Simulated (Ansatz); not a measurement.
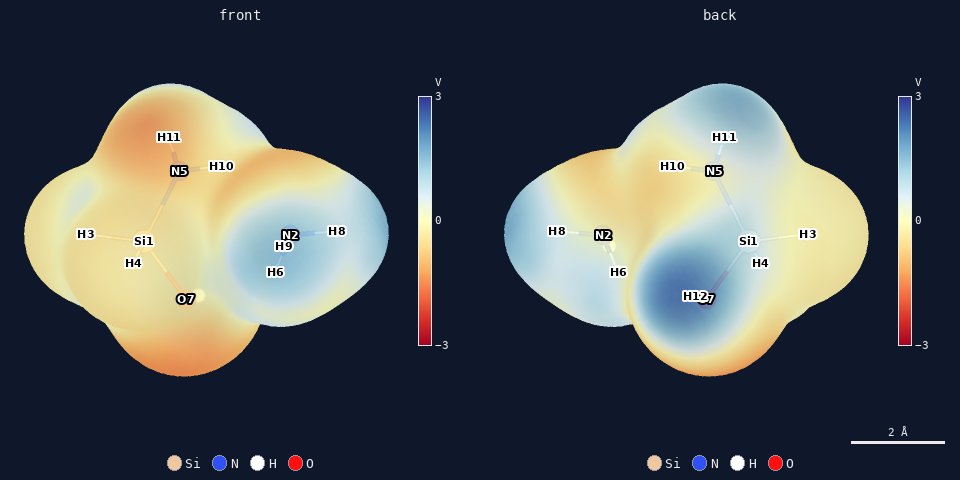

Figure 1: H5NOSi···NH3. The electrostatic potential painted on the density surface at 0.002 e/bohr³, seen from the front and from behind; red is negative and blue positive.

The product side of a reaction path; geometry: PBE0-D4/def2-TZVP.

Computed with RKS PBE0-D4/def2-TZVPP in Ansatz.

```xyz
12

Si   -0.8799   -1.1297    0.1288
N     1.6740    1.1829    0.1546
H    -2.1508   -1.9031    0.0799
H     0.1204   -1.7727    1.0124
N    -1.2905    0.4253    0.6676
H     1.5684    0.4891   -0.5793
O    -0.1011   -1.1865   -1.3371
H     2.0896    2.0056   -0.2643
H     2.3446    0.8147    0.8183
H    -0.5607    1.1210    0.7547
H    -2.2245    0.7924    0.6499
H    -0.5895   -0.8391   -2.0855
```

> Which sites attract a positive test charge, and which a negative one?

A positive charge is drawn to the negative regions and a negative charge to the positive ones. The most negative region (about −1.4 V) lies over O7, the most positive (about +2.4 V) over H12. O7 is the likeliest acceptor of a hydrogen bond.
